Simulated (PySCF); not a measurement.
| atom | x (Å) | y (Å) | z (Å) |
| --- | --- | --- | --- |
| C | -3.4428 | -0.0405 | 0.3265 |
| C | -2.4859 | -0.3725 | -0.5190 |
| C | -1.1290 | -0.8556 | -0.1190 |
| C | -0.0455 | 0.1300 | -0.5603 |
| Si | 1.7036 | -0.4244 | -0.0525 |
| Si | 3.2343 | 1.1376 | -0.7771 |
| F | 4.6974 | 0.4973 | -0.5323 |
| H | -3.3067 | -0.1227 | 1.3926 |
| H | -4.4017 | 0.3196 | -0.0059 |
| H | -2.6453 | -0.2770 | -1.5861 |
| H | -0.9385 | -1.8261 | -0.5849 |
| H | -1.0865 | -0.9881 | 0.9633 |
| H | -0.1014 | 0.2544 | -1.6443 |
| H | -0.2697 | 1.1085 | -0.1291 |
| H | 1.7091 | -0.6083 | 1.4095 |
| H | 1.9280 | -1.7667 | -0.6174 |
| H | 3.2617 | 1.4471 | -2.2054 |
| H | 3.3099 | 2.3938 | -0.0349 |

Geometry: GFN2-xTB.

These are results of PBE0/pcSseg-1, SCF density, gas phase, non-relativistic (PySCF 2.14.0), not measurements.

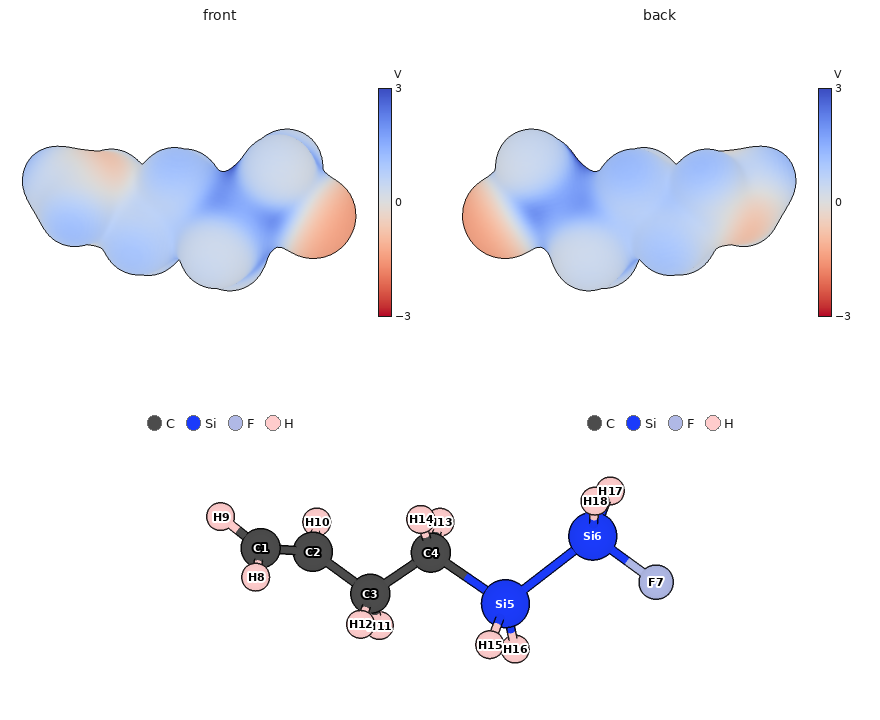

C₄H₁₁FSi₂ (SMILES C=CCC[SiH2][SiH2]F). The molecular electrostatic potential painted on the density surface at 0.004 e/bohr³, seen from the front and from behind; red is negative and blue positive. The bare structure is drawn below in the same view.

Q: Where is the surface potential most negative and most positive?

A: The most negative region (about −1.3 V, or −30 kcal/mol for a unit charge) lies over F7, the most positive (about +2.8 V, or +65 kcal/mol for a unit charge) over Si6.
